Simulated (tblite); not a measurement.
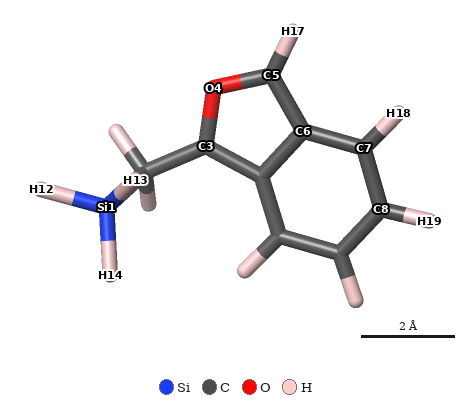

**Figure 1.** The input geometry (stick view, seen at a tilt; atoms are numbered from 1 in the order of the input). Bond lengths as drawn: C–C 1.36 to 1.49 Å, C–H 1.08 to 1.11 Å, C–O 1.31 to 1.32 Å, C–Si 1.86 Å and H–Si 1.47 to 1.50 Å.

# Geometry relaxation, with input and output: C$_{9}$H$_{10}$OSi (part 1 of 3)

- system: C$_{9}$H$_{10}$OSi, SMILES [SiH3]Cc1occ2ccccc12
- method: GFN2-xTB geometry optimisation, gas phase (tblite 0.8.0)

**The input**
```
{"job": {"kind": "relax", "xc": "GFN2-xTB", "basis": "xTB"}, "charge": 0, "multiplicity": 1}
Si     3.086300     0.512600     0.213600
C      2.087000    -0.766800    -0.684000
C      0.751200    -0.919100    -0.044800
O      0.476900    -1.889300     0.786700
C     -0.761700    -1.826100     1.228500
C     -1.343900    -0.719300     0.606600
C     -2.600400    -0.138200     0.652000
C     -2.868000     0.999500    -0.098900
C     -1.914700     1.551500    -0.896000
C     -0.667300     0.973700    -0.934700
C     -0.378700    -0.142300    -0.202300
H      4.471800     0.016900     0.380100
H      2.500500     0.660100     1.588300
H      3.139600     1.814200    -0.465500
H      2.002100    -0.568600    -1.757400
H      2.601400    -1.741900    -0.527100
H     -1.283200    -2.476600     1.924800
H     -3.392000    -0.578000     1.292800
H     -3.868600     1.420300    -0.036200
H     -2.175600     2.435300    -1.461900
H      0.128500     1.399300    -1.564900
```

The first line tells a small driver script what to run in tblite; the rest is the geometry in Å.

Machine: 2 CPU threads, shared host.

Run as:
```bash
OMP_NUM_THREADS=2 python <driver script> task.json out
```

**What the program printed**
```
step      E/eV     max force
  0    -819.86159    2.915
  1    -820.21927    0.900
  2    -820.26651    0.594
  3    -820.30923    0.486
  4    -820.33357    0.363
  5    -820.34989    0.270
  6    -820.35845    0.219
  7    -820.36354    0.199
  8    -820.36737    0.151
  9    -820.37096    0.130
 10    -820.37367    0.106
 11    -820.37564    0.088
 12    -820.37702    0.079
 13    -820.37794    0.065
 14    -820.37856    0.053
 15    -820.37910    0.061
 16    -820.37976    0.062
 17    -820.38048    0.059
 18    -820.38102    0.045
 19    -820.38132    0.035
 20    -820.38151    0.030
 21    -820.38170    0.033
 22    -820.38192    0.035
 23    -820.38215    0.034
 24    -820.38238    0.038
 25    -820.38262    0.043
 26    -820.38285    0.041
 27    -820.38306    0.033
 28    -820.38325    0.032
 29    -820.38347    0.033
 30    -820.38371    0.041
 31    -820.38398    0.040
 32    -820.38429    0.040
 33    -820.38471    0.055
 34    -820.38533    0.074
 35    -820.38611    0.076
 36    -820.38690    0.064
 37    -820.38754    0.064
 38    -820.38802    0.062
 39    -820.38845    0.052
 40    -820.38887    0.053
 41    -820.38930    0.056
 42    -820.38983    0.063
 43    -820.39044    0.059
 44    -820.39104    0.062
 45    -820.39155    0.061
 46    -820.39211    0.074
 47    -820.39300    0.104
 48    -820.39437    0.115
 49    -820.39349    0.244
 50    -820.39701    0.092
 51    -820.39820    0.072
 52    -820.40046    0.115
 53    -820.40158    0.100
 54    -820.40354    0.089
 55    -820.40584    0.077
 56    -820.40677    0.079
 57    -820.40790    0.106
 58    -820.40930    0.093
 59    -820.41042    0.118
 60    -820.41134    0.089
 61    -820.41220    0.055
 62    -820.41273    0.055
 63    -820.41312    0.050
 64    -820.41356    0.043
 65    -820.41403    0.047
 66    -820.41442    0.041
 67    -820.41468    0.046
 68    -820.41485    0.038
 69    -820.41500    0.041
 70    -820.41517    0.032
 71    -820.41537    0.029
 72    -820.41554    0.031
 73    -820.41568    0.030
 74    -820.41582    0.022
 75    -820.41590    0.021
 76    -820.41595    0.017
 77    -820.41602    0.018
 78    -820.41611    0.026
 79    -820.41620    0.025
 80    -820.41627    0.017
 81    -820.41632    0.022
 82    -820.41637    0.018
 83    -820.41643    0.014
 84    -820.41647    0.014
 85    -820.41651    0.017
 86    -820.41656    0.017
 87    -820.41662    0.017
 88    -820.41667    0.013
 89    -820.41671    0.013
 90    -820.41674    0.011
 91    -820.41677    0.011
 92    -820.41681    0.012
 93    -820.41685    0.016
 94    -820.41690    0.022
 95    -820.41697    0.025
 96    -820.41709    0.025
 97    -820.41725    0.029
 98    -820.41741    0.032
 99    -820.41754    0.029
100    -820.41767    0.030
101    -820.41782    0.029
102    -820.41801    0.032
103    -820.41824    0.030
104    -820.41846    0.031
105    -820.41866    0.030
106    -820.41885    0.026
107    -820.41900    0.025
108    -820.41913    0.027
109    -820.41926    0.023
110    -820.41938    0.021
111    -820.41949    0.021
112    -820.41958    0.017
113    -820.41964    0.015
114    -820.41971    0.016
115    -820.41979    0.017
116    -820.41987    0.019
117    -820.41994    0.017
118    -820.42000    0.016
119    -820.42007    0.014
120    -820.42015    0.019
121    -820.42023    0.017
122    -820.42030    0.018
123    -820.42037    0.014
124    -820.42044    0.013
125    -820.42049    0.012
126    -820.42052    0.011
127    -820.42055    0.011
128    -820.42058    0.010
```

**Trajectory as extended XYZ (Å, eV, eV/Å), 23 of the 129 frames kept, from step=0 to step=128**
```
21
Properties=species:S:1:pos:R:3:forces:R:3 step=0 energy=-819.86159
Si    3.0863    0.5126    0.2136    0.8560   1.0310   1.2980
C     2.0870   -0.7668   -0.6840   -0.2670  -1.6000  -0.0570
C     0.7512   -0.9191   -0.0448    0.5180   0.5820  -1.1150
O     0.4769   -1.8893    0.7867    1.4100  -1.8260   0.9250
C    -0.7617   -1.8261    1.2285   -1.7420   0.8850  -0.0410
C    -1.3439   -0.7193    0.6066   -1.3220  -1.0340   1.3340
C    -2.6004   -0.1382    0.6520   -1.8870   0.5270   0.3760
C    -2.8680    0.9995   -0.0989   -1.5730  -1.6760   1.7930
C    -1.9147    1.5515   -0.8960    1.4280   0.5630  -0.9150
C    -0.6673    0.9737   -0.9347    0.3710   2.0930  -1.7580
C    -0.3787   -0.1423   -0.2023    1.0500   0.0190  -0.3610
H     4.4718    0.0169    0.3801   -0.2220   0.0970  -0.0870
H     2.5005    0.6601    1.5883    0.2400   0.0230  -0.5460
H     3.1396    1.8142   -0.4655   -0.1140  -0.1480   0.0220
H     2.0021   -0.5686   -1.7574   -0.0850  -0.1550   0.2490
H     2.6014   -1.7419   -0.5271   -0.2540   0.4630  -0.3970
H    -1.2832   -2.4766    1.9248    0.9240  -0.0520  -0.3170
H    -3.3920   -0.5780    1.2928    0.5840   0.3360  -0.4810
H    -3.8686    1.4203   -0.0362    0.2130   0.0030  -0.0660
H    -2.1756    2.4353   -1.4619    0.2930  -0.0360  -0.0970
H     0.1285    1.3993   -1.5649   -0.4220  -0.0960   0.2430
21
Properties=species:S:1:pos:R:3:forces:R:3 step=6 energy=-820.35845
Si    3.1198    0.5376    0.2607   -0.0520  -0.1210   0.0080
C     2.0975   -0.8064   -0.6578   -0.0100  -0.1380  -0.0510
C     0.7452   -0.9443   -0.0724    0.0510   0.1410   0.0010
O     0.4766   -1.9228    0.8090    0.0370   0.0070  -0.1120
C    -0.7986   -1.7973    1.2222    0.0180  -0.0710   0.0660
C    -1.3839   -0.7110    0.6221   -0.0790   0.0160  -0.0030
C    -2.6726   -0.1348    0.6823   -0.0080   0.0810  -0.0500
C    -2.9047    0.9746   -0.0728    0.0790  -0.0160   0.0130
C    -1.8969    1.5532   -0.8976   -0.0150  -0.0490   0.0230
C    -0.6443    1.0217   -0.9833   -0.0370  -0.0540   0.0300
C    -0.3669   -0.1352   -0.2201   -0.0820  -0.0050  -0.0280
H     4.4837    0.0247    0.3758    0.0730   0.0460   0.0020
H     2.5120    0.6801    1.5810    0.0490   0.0920   0.0460
H     3.1221    1.8073   -0.4666   -0.0580  -0.0420   0.0010
H     2.0012   -0.5856   -1.7230    0.0460   0.0540   0.0870
H     2.6098   -1.7642   -0.5711   -0.0010  -0.0230   0.0040
H    -1.1840   -2.5146    1.9170    0.0840  -0.0520   0.0220
H    -3.4315   -0.5841    1.3130    0.0820   0.1160  -0.1100
H    -3.8804    1.4378   -0.0445    0.0210   0.0530  -0.0640
H    -2.1519    2.4348   -1.4704    0.0080  -0.0310   0.0430
H     0.1388    1.4455   -1.6040   -0.2070  -0.0030   0.0720
21
Properties=species:S:1:pos:R:3:forces:R:3 step=12 energy=-820.37702
Si    3.1226    0.5183    0.2722   -0.0160  -0.0340  -0.0360
C     2.1023   -0.8227   -0.6539   -0.0030   0.0110   0.0000
C     0.7448   -0.9394   -0.0757    0.0080   0.0060  -0.0400
O     0.4780   -1.9237    0.7964    0.0210   0.0130  -0.0060
C    -0.7937   -1.8039    1.2221   -0.0080  -0.0130  -0.0050
C    -1.3897   -0.7173    0.6245    0.0170   0.0030  -0.0060
C    -2.6728   -0.1266    0.6789   -0.0110  -0.0120   0.0020
C    -2.9076    0.9816   -0.0736   -0.0090  -0.0080  -0.0020
C    -1.9051    1.5526   -0.8961    0.0200   0.0350  -0.0300
C    -0.6590    1.0154   -0.9808    0.0450   0.0050  -0.0160
C    -0.3761   -0.1399   -0.2223    0.0530  -0.0180  -0.0160
H     4.4999    0.0413    0.3754    0.0540   0.0020   0.0110
H     2.5311    0.7079    1.5919    0.0200   0.0130   0.0750
H     3.0986    1.7820   -0.4638   -0.0430  -0.0110  -0.0300
H     2.0163   -0.5734   -1.7120    0.0440  -0.0030   0.0220
H     2.6057   -1.7875   -0.5764   -0.0620   0.0330   0.0020
H    -1.1447   -2.5343    1.9213   -0.0310  -0.0040   0.0150
H    -3.4372   -0.5616    1.3026   -0.0360  -0.0140   0.0380
H    -3.8777    1.4549   -0.0610   -0.0460  -0.0100   0.0360
H    -2.1490    2.4360   -1.4659   -0.0310   0.0400  -0.0140
H     0.1044    1.4574   -1.6045    0.0130  -0.0340  -0.0010
21
Properties=species:S:1:pos:R:3:forces:R:3 step=17 energy=-820.38048
Si    3.1252    0.5111    0.2785    0.0340   0.0430   0.0210
C     2.1027   -0.8224   -0.6529    0.0160   0.0150   0.0280
C     0.7440   -0.9381   -0.0820   -0.0240  -0.0010   0.0060
O     0.4811   -1.9229    0.7920   -0.0470   0.0110   0.0010
C    -0.7921   -1.8066    1.2192   -0.0150   0.0200  -0.0040
C    -1.3896   -0.7190    0.6230   -0.0120   0.0010  -0.0140
C    -2.6745   -0.1269    0.6777    0.0310  -0.0080   0.0030
C    -2.9089    0.9824   -0.0751   -0.0050  -0.0040   0.0170
C    -1.9061    1.5572   -0.8991   -0.0160  -0.0100   0.0090
C    -0.6599    1.0167   -0.9835   -0.0300   0.0020  -0.0130
C    -0.3773   -0.1406   -0.2266   -0.0240   0.0120   0.0060
H     4.5127    0.0483    0.3778   -0.0400   0.0170  -0.0050
H     2.5484    0.7156    1.6079    0.0420  -0.0240  -0.0190
H     3.0780    1.7688   -0.4721   -0.0200  -0.0370   0.0090
H     2.0332   -0.5692   -1.7098    0.0000   0.0070  -0.0180
H     2.5912   -1.7915   -0.5750    0.0290  -0.0390   0.0110
H    -1.1444   -2.5353    1.9226    0.0110   0.0350  -0.0370
H    -3.4406   -0.5574    1.3057    0.0180  -0.0040  -0.0070
H    -3.8830    1.4520   -0.0539    0.0290  -0.0110   0.0020
H    -2.1549    2.4434   -1.4662    0.0110  -0.0250   0.0160
H     0.1058    1.4511   -1.6084    0.0140   0.0020  -0.0120
21
Properties=species:S:1:pos:R:3:forces:R:3 step=23 energy=-820.38215
Si    3.1281    0.5105    0.2824   -0.0020  -0.0030   0.0140
C     2.1063   -0.8235   -0.6471   -0.0100  -0.0150  -0.0080
C     0.7429   -0.9364   -0.0854   -0.0040   0.0050   0.0190
O     0.4768   -1.9200    0.7888    0.0200  -0.0170   0.0020
C    -0.7952   -1.8026    1.2142    0.0180  -0.0160   0.0040
C    -1.3908   -0.7168    0.6168   -0.0060  -0.0010   0.0130
C    -2.6741   -0.1271    0.6786   -0.0100   0.0060  -0.0090
C    -2.9095    0.9825   -0.0719   -0.0060   0.0150  -0.0140
C    -1.9094    1.5564   -0.8993    0.0000  -0.0010   0.0020
C    -0.6637    1.0162   -0.9894    0.0050   0.0130   0.0010
C    -0.3781   -0.1385   -0.2314   -0.0170  -0.0130  -0.0050
H     4.5149    0.0561    0.3766    0.0250  -0.0020  -0.0170
H     2.5706    0.7114    1.6177    0.0040  -0.0130   0.0180
H     3.0595    1.7580   -0.4766   -0.0090   0.0300  -0.0050
H     2.0427   -0.5670   -1.7043    0.0030  -0.0110  -0.0060
H     2.5903   -1.7962   -0.5690    0.0170   0.0000   0.0120
H    -1.1462   -2.5301    1.9169   -0.0200  -0.0050   0.0040
H    -3.4381   -0.5593    1.3077    0.0160  -0.0040  -0.0020
H    -3.8823    1.4514   -0.0489   -0.0100   0.0170   0.0050
H    -2.1578    2.4434   -1.4638   -0.0060  -0.0040  -0.0020
H     0.1040    1.4485   -1.6132   -0.0070   0.0200  -0.0270
21
Properties=species:S:1:pos:R:3:forces:R:3 step=29 energy=-820.38347
Si    3.1315    0.5122    0.2860   -0.0130  -0.0230  -0.0060
C     2.1103   -0.8268   -0.6411   -0.0020   0.0010   0.0000
C     0.7437   -0.9366   -0.0843    0.0090   0.0040  -0.0090
O     0.4755   -1.9208    0.7894    0.0020   0.0090  -0.0040
C    -0.7974   -1.8026    1.2113   -0.0100   0.0090  -0.0050
C    -1.3910   -0.7163    0.6122   -0.0010   0.0130  -0.0170
C    -2.6741   -0.1261    0.6763   -0.0120   0.0000   0.0030
C    -2.9129    0.9856   -0.0705    0.0170   0.0000   0.0000
C    -1.9126    1.5566   -0.8999    0.0020  -0.0020  -0.0030
C    -0.6664    1.0172   -0.9946   -0.0040  -0.0080  -0.0010
C    -0.3780   -0.1391   -0.2368    0.0190   0.0110   0.0010
H     4.5230    0.0651    0.3626    0.0100   0.0120  -0.0260
H     2.5946    0.6962    1.6331    0.0010  -0.0050  -0.0080
H     3.0388    1.7587   -0.4747   -0.0020   0.0160   0.0280
H     2.0503   -0.5743   -1.7003    0.0110  -0.0210   0.0180
H     2.5982   -1.7980   -0.5552   -0.0210   0.0220   0.0040
H    -1.1571   -2.5278    1.9120    0.0070  -0.0120   0.0060
H    -3.4312   -0.5640    1.3090   -0.0190   0.0120  -0.0020
H    -3.8835    1.4607   -0.0434    0.0130  -0.0180   0.0090
H    -2.1633    2.4427   -1.4646    0.0020   0.0050  -0.0070
H     0.0929    1.4544   -1.6273   -0.0090  -0.0240   0.0200
21
Properties=species:S:1:pos:R:3:forces:R:3 step=35 energy=-820.38611
Si    3.1387    0.5091    0.2902    0.0320   0.0600  -0.0180
C     2.1159   -0.8315   -0.6264    0.0300   0.0020   0.0010
C     0.7442   -0.9322   -0.0828   -0.0130   0.0100  -0.0140
O     0.4709   -1.9169    0.7893   -0.0150   0.0120  -0.0100
C    -0.8050   -1.8006    1.2019    0.0100  -0.0170   0.0140
C    -1.3945   -0.7139    0.6005   -0.0010  -0.0320   0.0380
C    -2.6770   -0.1244    0.6716    0.0280   0.0070   0.0110
C    -2.9121    0.9924   -0.0669   -0.0390  -0.0080   0.0040
C    -1.9188    1.5582   -0.9058    0.0070   0.0020   0.0010
C    -0.6747    1.0155   -1.0056    0.0120   0.0060  -0.0020
C    -0.3774   -0.1350   -0.2428   -0.0300  -0.0200   0.0040
H     4.5466    0.0991    0.2982   -0.0480   0.0130  -0.0160
H     2.6448    0.6556    1.6580    0.0100  -0.0220  -0.0010
H     2.9920    1.7746   -0.4326   -0.0070  -0.0120   0.0290
H     2.0767   -0.6077   -1.6911   -0.0210   0.0420  -0.0320
H     2.6014   -1.7990   -0.5161    0.0000  -0.0690   0.0310
H    -1.1696   -2.5275    1.8991    0.0150   0.0030  -0.0020
H    -3.4342   -0.5586    1.3067    0.0000  -0.0030  -0.0040
H    -3.8799    1.4681   -0.0233   -0.0390   0.0370  -0.0250
H    -2.1716    2.4422   -1.4735    0.0060  -0.0080   0.0020
H     0.0746    1.4494   -1.6491    0.0630  -0.0010  -0.0110
21
Properties=species:S:1:pos:R:3:forces:R:3 step=41 energy=-820.38930
Si    3.1458    0.5147    0.2907   -0.0240  -0.0080   0.0000
C     2.1262   -0.8390   -0.6116   -0.0560   0.0040   0.0040
C     0.7441   -0.9264   -0.0860   -0.0280  -0.0240   0.0320
O     0.4664   -1.9121    0.7848    0.0020  -0.0300   0.0200
C    -0.8101   -1.8003    1.1957    0.0130   0.0060  -0.0070
C    -1.3992   -0.7132    0.5939   -0.0020   0.0050   0.0180
C    -2.6794   -0.1178    0.6707   -0.0040  -0.0070  -0.0140
C    -2.9170    1.0005   -0.0656    0.0220   0.0030  -0.0080
C    -1.9235    1.5588   -0.9114    0.0080   0.0020  -0.0100
C    -0.6802    1.0134   -1.0169    0.0070  -0.0020   0.0110
C    -0.3809   -0.1340   -0.2499   -0.0170  -0.0090   0.0160
H     4.5600    0.1437    0.2144   -0.0010   0.0040  -0.0070
H     2.7084    0.5981    1.6825    0.0170  -0.0170   0.0100
H     2.9341    1.8000   -0.3739   -0.0270   0.0080  -0.0060
H     2.1014   -0.6349   -1.6819    0.0110  -0.0040   0.0020
H     2.5974   -1.8117   -0.4638    0.0010   0.0320  -0.0340
H    -1.1754   -2.5318    1.8890    0.0260   0.0300  -0.0150
H    -3.4382   -0.5530    1.3038    0.0160   0.0000   0.0090
H    -3.8819    1.4858   -0.0143    0.0230  -0.0120  -0.0330
H    -2.1779    2.4392   -1.4836    0.0090   0.0070  -0.0020
H     0.0712    1.4369   -1.6671    0.0040   0.0120   0.0130
21
Properties=species:S:1:pos:R:3:forces:R:3 step=47 energy=-820.39300
Si    3.1374    0.5222    0.2892   -0.0110  -0.0410   0.0370
C     2.1186   -0.8397   -0.6019    0.0460  -0.0220  -0.0370
C     0.7357   -0.9316   -0.0833    0.0630   0.0210  -0.0180
O     0.4599   -1.9171    0.7867    0.0240   0.0170  -0.0170
C    -0.8140   -1.8004    1.1975   -0.0150   0.0020   0.0170
C    -1.4036   -0.7123    0.5992    0.0100   0.0280  -0.0460
C    -2.6813   -0.1129    0.6676   -0.0240   0.0230   0.0180
C    -2.9122    1.0041   -0.0738    0.0050   0.0000  -0.0290
C    -1.9171    1.5595   -0.9202    0.0010  -0.0140   0.0160
C    -0.6754    1.0104   -1.0183    0.0080   0.0080   0.0010
C    -0.3867   -0.1367   -0.2463    0.0560   0.0220  -0.0300
H     4.5554    0.1883    0.1323   -0.0140   0.0170  -0.0140
H     2.7753    0.5317    1.7069    0.0110   0.0080  -0.0280
H     2.8631    1.8239   -0.3201   -0.0350  -0.0210   0.0120
H     2.1147   -0.6525   -1.6764   -0.0550   0.0130   0.0210
H     2.5923   -1.8090   -0.4392    0.0170   0.0250  -0.0180
H    -1.1701   -2.5315    1.8906   -0.0630  -0.0430   0.0700
H    -3.4360   -0.5456    1.3066   -0.0360   0.0230  -0.0070
H    -3.8739    1.4959   -0.0372   -0.0100  -0.0390   0.0160
H    -2.1715    2.4396   -1.4939    0.0260  -0.0130   0.0050
H     0.0807    1.4306   -1.6663   -0.0050  -0.0120   0.0290
21
Properties=species:S:1:pos:R:3:forces:R:3 step=52 energy=-820.40046
Si    3.1189    0.5227    0.2965    0.0660   0.0650  -0.0120
C     2.1181   -0.8453   -0.5955   -0.0160   0.0000   0.0480
C     0.7370   -0.9361   -0.0750   -0.0330  -0.0530   0.0410
O     0.4532   -1.9211    0.7935   -0.0340  -0.0250   0.0510
C    -0.8245   -1.8026    1.2037    0.0200   0.0550   0.0320
C    -1.4062   -0.7084    0.6033    0.0100  -0.0150   0.0260
C    -2.6824   -0.0995    0.6665    0.0440  -0.0160  -0.0580
C    -2.9024    1.0052   -0.0969   -0.0410   0.0000   0.0080
C    -1.9008    1.5563   -0.9361    0.0180   0.0100   0.0040
C    -0.6599    1.0057   -1.0186    0.0250   0.0020   0.0380
C    -0.3820   -0.1380   -0.2405   -0.0150  -0.0490   0.0140
H     4.5302    0.2889   -0.0317   -0.0400   0.0410   0.0190
H     2.9118    0.4103    1.7430   -0.0050   0.0220  -0.0870
H     2.6994    1.8366   -0.2035   -0.0040  -0.0800   0.0680
H     2.1083   -0.6707   -1.6706   -0.0100   0.0180  -0.0060
H     2.6054   -1.8015   -0.4119    0.0050  -0.0680  -0.0610
H    -1.1832   -2.5252    1.9126    0.0150   0.0740  -0.0870
H    -3.4504   -0.5123    1.3056    0.0450   0.0030  -0.0410
H    -3.8666    1.4900   -0.0795   -0.0490   0.0200   0.0290
H    -2.1393    2.4383   -1.5128   -0.0270  -0.0140  -0.0040
H     0.1065    1.4238   -1.6527    0.0250   0.0110  -0.0220
21
Properties=species:S:1:pos:R:3:forces:R:3 step=58 energy=-820.40930
Si    3.1129    0.5214    0.2925   -0.0180  -0.0290   0.0560
C     2.1169   -0.8597   -0.5886   -0.0110  -0.0160  -0.0230
C     0.7397   -0.9556   -0.0579    0.0210   0.0510   0.0430
O     0.4474   -1.9276    0.8208    0.0210   0.0110  -0.0020
C    -0.8279   -1.7886    1.2261   -0.0110  -0.0140   0.0100
C    -1.4030   -0.7014    0.6115    0.0080   0.0250  -0.0210
C    -2.6776   -0.0907    0.6502   -0.0270   0.0070   0.0320
C    -2.8986    1.0072   -0.1212    0.0290   0.0020  -0.0030
C    -1.8809    1.5547   -0.9444   -0.0110  -0.0020  -0.0100
C    -0.6382    1.0019   -1.0058   -0.0080   0.0160  -0.0330
C    -0.3717   -0.1467   -0.2298    0.0110   0.0300  -0.0260
H     4.5054    0.3836   -0.1461   -0.0370   0.0460   0.0220
H     3.0036    0.3360    1.7432    0.0210   0.0110  -0.0900
H     2.5624    1.8218   -0.0940    0.0280  -0.0290   0.0170
H     2.0818   -0.6632   -1.6605    0.0160  -0.0010   0.0020
H     2.6163   -1.8175   -0.4388   -0.0360   0.0030  -0.0210
H    -1.1984   -2.5077    1.9248   -0.0470  -0.0410   0.0550
H    -3.4518   -0.4868    1.2881   -0.0090  -0.0860   0.0170
H    -3.8710    1.4809   -0.1117    0.0590   0.0210  -0.0150
H    -2.1130    2.4332   -1.5286    0.0050   0.0030  -0.0070
H     0.1368    1.4219   -1.6303   -0.0040  -0.0090  -0.0020
```
